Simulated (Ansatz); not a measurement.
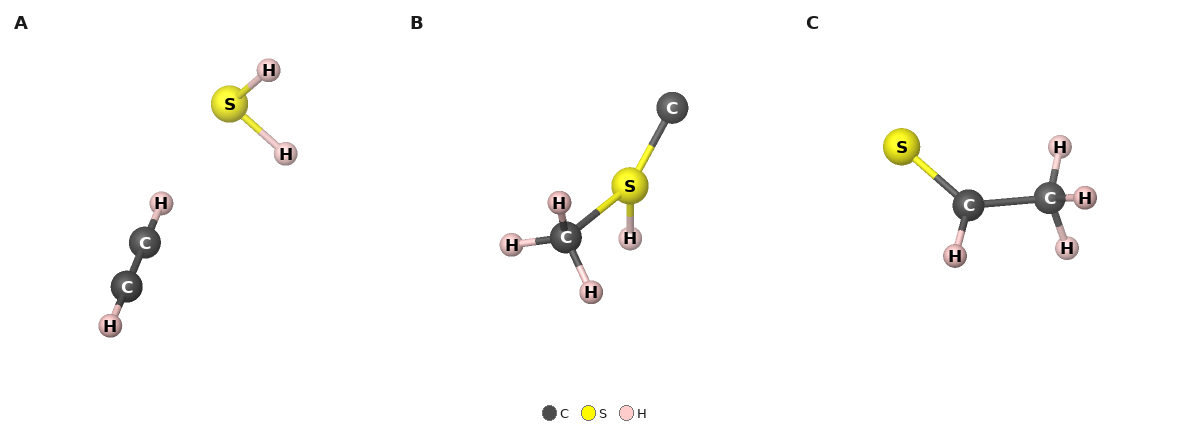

3 stationary structures of one formula. Geometries: PBE0-D4/def2-TZVP. Electronic energies: RHF-CCSD(T) (frozen core)/def2-TZVPP (Ansatz 0.2.0), without zero-point energy. No frequency run is at hand to confirm each as a minimum. Each is one conformer, not always the lowest.

**Rank them by energy, lowest first.**

C is lowest (Cs); A lies 35.9 kcal/mol above it, B lies 118.9 kcal/mol above it (Cs).
